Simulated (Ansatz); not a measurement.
# TiGe (singlet): B2PLYP over vertical spin and charge gaps, def2-QZVPP

Aim: run TiGe (singlet) with these functionals over vertical spin and charge gaps, and hold them against the top wave-function level at the same points.

Computed with Ansatz 0.2.0, Gaussian basis. Level: def2-QZVPP, all electrons in the functionals, frozen cores in the correlation of double hybrids and RPA.

Plan: B2PLYP, at charge 0, singlet; charge 0, triplet; charge 1, doublet.

6 further runs of the same task are left out: 6 set aside as unsound or not needed.

### 1 The system

The geometry is a PBE0/def2-TZVP stationary point (not a proven minimum). No spin-orbit coupling is included. The filled d shell of Ge may be among the frozen orbitals whatever the setting's name suggests; the logs give the count.

2 atoms, charge 0, spin multiplicity 1.

Atoms are counted from 1 here; the program's logs count them from 0.

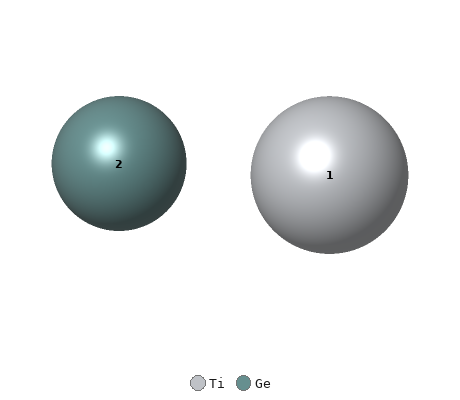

The geometry (titanium light grey, germanium teal); atoms are numbered from 1 in the order of the file.

No dispersion term is added.

The geometry shown and the zero of energy belong to the point charge 0, singlet. The yardstick, RCCSD(T), and other wave-function levels (R restricted, U unrestricted, valence and pair active spaces) come from earlier runs.

### 2 B2PLYP, charge 0, singlet

File in.yaml:

```yaml
crystal:
  periodic: [false, false, false]
  atoms:
    - {symbol: Ti, position_ang: [0.000000, 0.000000, 0.000000]}
    - {symbol: Ge, position_ang: [0.000000, 0.000000, 2.262198]}
basis:
  gaussian: {orbitals: "def2-QZVPP.json"}
magnetization: {spin_polarized: true, initial_magnetization: 0}
hamiltonian: {xc: {name: B2PLYP}}
correlation: {electrons: outside_noble_gas}
```

Run with:

```console
$ ansatz run in.yaml --threads 2 --pin off --events-out ev --progress --plain --max-ram 24576MiB --backend cuda --devices 0, --max-vram 18GiB
```

Output (excerpt; [...] marks lines left out):

```text
Functional definition: B2PLYP
  name "B2PLYP"
  cite "Grimme, J. Chem. Phys. 124, 034108 (2006) doi:10.1063/1.2148954"
  cite "Becke, Phys. Rev. A 38, 3098 (1988) doi:10.1103/PhysRevA.38.3098"
  cite "Lee, Yang & Parr, Phys. Rev. B 37, 785 (1988) doi:10.1103/PhysRevB.37.785"
[...]
1228 factors; integrals over basis functions are off by at most 9.2e-4 eV
[...]
mean field -79611.48636241 eV, -2925.6681612149 hartree, gradient 1.7e-8 eV, S^2 2.200501; 20 other end points of the search recorded, 0 dependent functions left out
23 core orbitals not correlated: weight in the atoms' cores, before any rotation towards them, 0.999 or more for the frozen orbitals, at most 0.001 for the correlated occupied ones
reference -79611.48647566 eV, -2925.6681653767 hartree; 4, 4 occupied and 155, 155 virtual orbitals, 1228 factors
second order -4.81429685 eV of doubles, -0.00000000 eV of singles
Total energy: -79612.78633581 eV, -2925.7159343562 hartree
```

It took 38 s on 1 × H100 (card shared with other runs) with 2 threads of AMD EPYC 7R13, shared host; peak host memory 0.99 GiB.

From the report: ⟨S²⟩ of the determinant 2.201 (pure singlet: 0.00). The determinant is far from a pure spin state, so its energy mixes those of several spin states (harmless only where they are near-degenerate, as at dissociation).

### 3 B2PLYP, charge 0, triplet

in.yaml: that of step 2 with these lines changed.

```diff
@@ -7,3 +7,3 @@
   gaussian: {orbitals: "def2-QZVPP.json"}
-magnetization: {spin_polarized: true, initial_magnetization: 0}
+magnetization: {spin_polarized: true, initial_magnetization: 2}
 hamiltonian: {xc: {name: B2PLYP}}
```

Launched as before.

Output (excerpt; [...] marks lines left out):

```text
Functional definition: B2PLYP
  name "B2PLYP"
  cite "Grimme, J. Chem. Phys. 124, 034108 (2006) doi:10.1063/1.2148954"
  cite "Becke, Phys. Rev. A 38, 3098 (1988) doi:10.1103/PhysRevA.38.3098"
  cite "Lee, Yang & Parr, Phys. Rev. B 37, 785 (1988) doi:10.1103/PhysRevB.37.785"
[...]
1228 factors; integrals over basis functions are off by at most 9.2e-4 eV
[...]
mean field -79611.30916940 eV, -2925.6616494920 hartree, gradient 3.8e-6 eV, S^2 3.030591; 33 other end points of the search recorded, 0 dependent functions left out
23 core orbitals not correlated: weight in the atoms' cores, before any rotation towards them, 0.999 or more for the frozen orbitals, at most 0.001 for the correlated occupied ones
reference -79611.30928254 eV, -2925.6616536499 hartree; 5, 3 occupied and 154, 156 virtual orbitals, 1228 factors
second order -5.28587832 eV of doubles, -0.00000000 eV of singles
Total energy: -79612.73646969 eV, -2925.7141018102 hartree
```

Wall time 46 s (1 × H100 (card shared with other runs) with 2 threads of AMD EPYC 7R13, shared host); peak host memory 0.98 GiB.

From the report: ⟨S²⟩ of the determinant 3.031 (pure triplet: 2.00). The determinant is far from a pure spin state, so its energy mixes those of several spin states (harmless only where they are near-degenerate, as at dissociation).

From charge 0, singlet: +1.1 kcal/mol.

### 4 B2PLYP, charge 1, doublet

in.yaml: that of step 3 with these lines changed.

```diff
@@ -7,3 +7,4 @@
   gaussian: {orbitals: "def2-QZVPP.json"}
-magnetization: {spin_polarized: true, initial_magnetization: 2}
+total_charge: 1
+magnetization: {spin_polarized: true, initial_magnetization: 1}
 hamiltonian: {xc: {name: B2PLYP}}
```

Launched as before.

Output (excerpt; [...] marks lines left out):

```text
Functional definition: B2PLYP
  name "B2PLYP"
  cite "Grimme, J. Chem. Phys. 124, 034108 (2006) doi:10.1063/1.2148954"
  cite "Becke, Phys. Rev. A 38, 3098 (1988) doi:10.1103/PhysRevA.38.3098"
  cite "Lee, Yang & Parr, Phys. Rev. B 37, 785 (1988) doi:10.1103/PhysRevB.37.785"
[...]
1228 factors; integrals over basis functions are off by at most 9.2e-4 eV
[...]
mean field -79605.15199442 eV, -2925.4353774851 hartree, gradient 2.5e-6 eV, S^2 2.329393; 20 other end points of the search recorded, 0 dependent functions left out
23 core orbitals not correlated: weight in the atoms' cores, before any rotation towards them, 0.999 or more for the frozen orbitals, at most 0.001 for the correlated occupied ones
reference -79605.15211380 eV, -2925.4353818722 hartree; 4, 3 occupied and 155, 156 virtual orbitals, 1228 factors
second order -4.34225698 eV of doubles, -0.00000000 eV of singles
Total energy: -79606.32452319 eV, -2925.4784671224 hartree
```

It took 26 s on 1 × H100 (card shared with other runs) with 2 threads of AMD EPYC 7R13, shared host; peak host memory 0.98 GiB.

From the report: ⟨S²⟩ of the determinant 2.329 (pure doublet: 0.75). The determinant is far from a pure spin state, so its energy mixes those of several spin states (harmless only where they are near-degenerate, as at dissociation).

From charge 0, singlet: +149.0 kcal/mol.

### 5 The comparison

No level is safe as a reference over these points; RCCSD(T) serves as a yardstick only. It comes from earlier runs at the same points. Energies in kcal/mol, counted from charge 0, singlet; blanks weren't run or aren't comparable.

```csv
level,singlet to triplet,ionisation to the doublet cation
RCCSD(T),5.1,146.7
B2PLYP,1.1,149.0
```

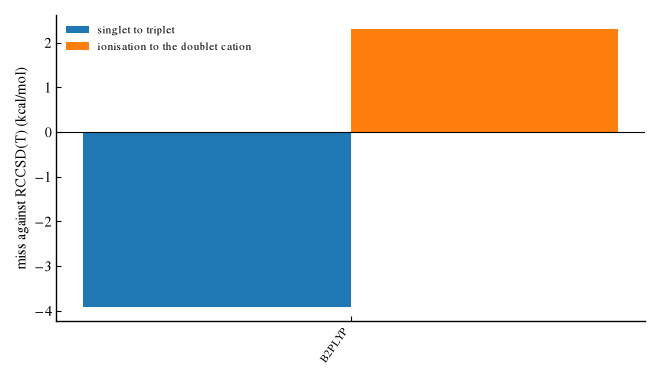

Misses of the gaps against RCCSD(T).

Largest miss and mean time a point (RCCSD(T) took 74 s a point; shared hosts):

```csv
level,largest miss (kcal/mol),where,time a point
B2PLYP,-3.9,singlet to triplet,36 s
```

### 6 Results

| quantity | value |
| --- | --- |
| singlet to triplet, RCCSD(T) | 5.1 kcal/mol |
| ionisation to the doublet cation, RCCSD(T) | 146.7 kcal/mol |
| largest miss, B2PLYP | -3.9 kcal/mol (singlet to triplet) |

**Reading.** B2PLYP strays by up to 3.9 kcal/mol, at singlet to triplet. B2PLYP clearly breaks the spin symmetry at some points (⟨S²⟩ up to 2.20 above the pure value), so energy there is bought with a mixed spin. Functionals and the yardstick converge differently with the basis, so part of each miss in def2-QZVPP is the basis. The yardstick itself may be off where one determinant is a poor start.
